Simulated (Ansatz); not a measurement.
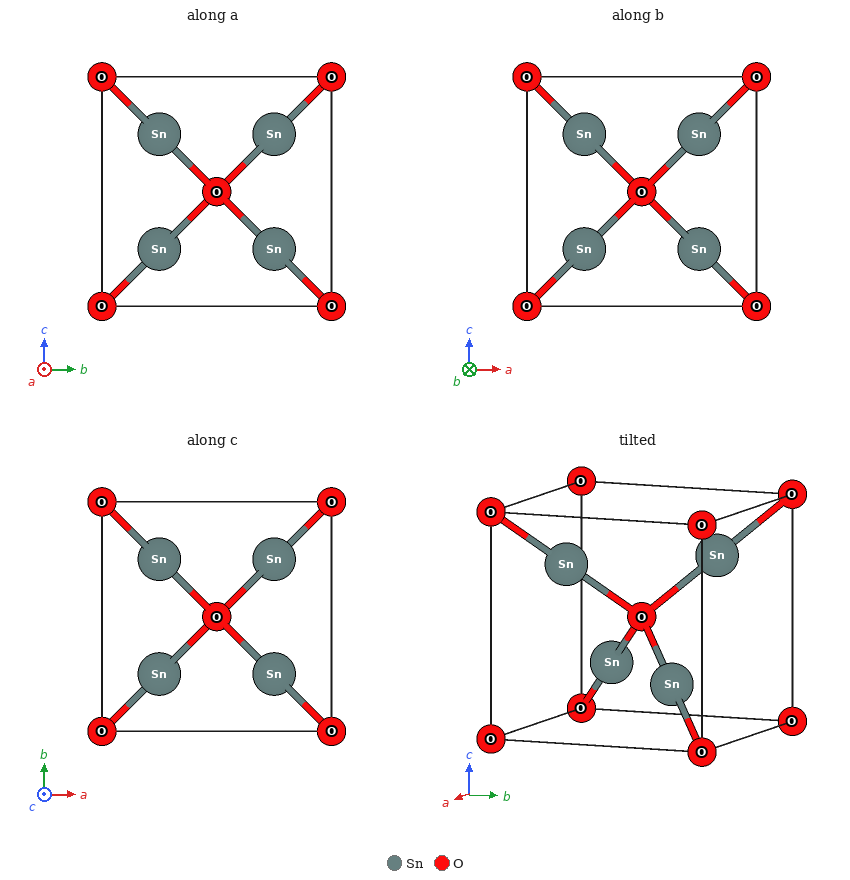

The crystal in a ball-and-stick representation, seen along the a axis, along the b axis, along the c axis and slightly off an axis. One conventional unit cell is framed, with atoms on its boundary repeated.

Lattice parameters: a = 5.2039 Å, b = 5.2039 Å, c = 5.2039 Å, α = 90.000°, β = 90.000°, γ = 90.000°.

Q: Express the structure as a CIF with its space group and independent sites.

A:
```cif
data_structure
_symmetry_space_group_name_H-M 'P n -3 m :1'
_symmetry_Int_Tables_number 224
_cell_length_a 5.2039
_cell_length_b 5.2039
_cell_length_c 5.2039
_cell_angle_alpha 90.000
_cell_angle_beta 90.000
_cell_angle_gamma 90.000
_cell_volume 140.92
loop_
_atom_site_label
_atom_site_type_symbol
_atom_site_symmetry_multiplicity
_atom_site_Wyckoff_symbol
_atom_site_fract_x
_atom_site_fract_y
_atom_site_fract_z
_atom_site_occupancy
Sn1 Sn 4 b 0.2500 0.2500 0.2500 1
O1 O 2 a 0.0000 0.0000 0.0000 1
```

It goes back to a structure type filled with these elements by a generator (whether the compound takes this form wasn't checked). The final geometry of a relaxation with DFT PBE, scalar-relativistic, plane waves, PAW (Ansatz) is shown.
